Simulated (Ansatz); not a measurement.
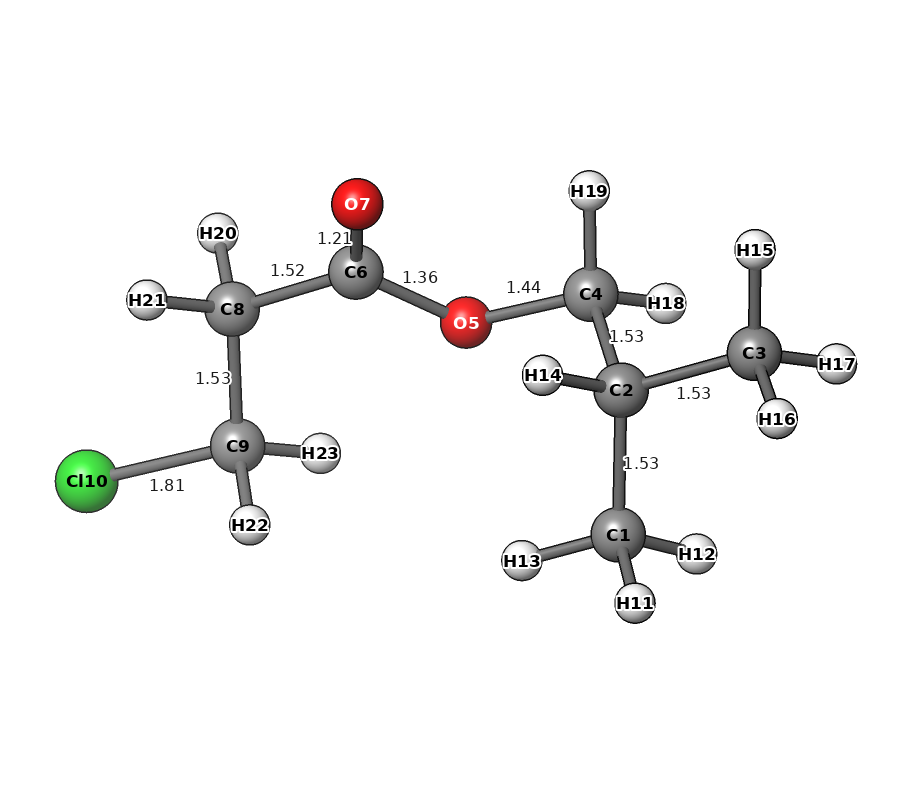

Bond lengths are marked in Å; every bond is drawn as one stick. The geometry was computed by an optimisation with PBE-D4/def2-SVP. No frequency run is at hand to confirm it as a minimum.

> Assign a bond order to each marked bond.

C1–C2 single; C2–C3 single; C2–C4 single; C4–O5 single; O5–C6 single; C6–O7 double; C6–C8 single; C8–C9 single; C9–Cl10 single.

> Write the SMILES.

CC(C)COC(=O)CCCl
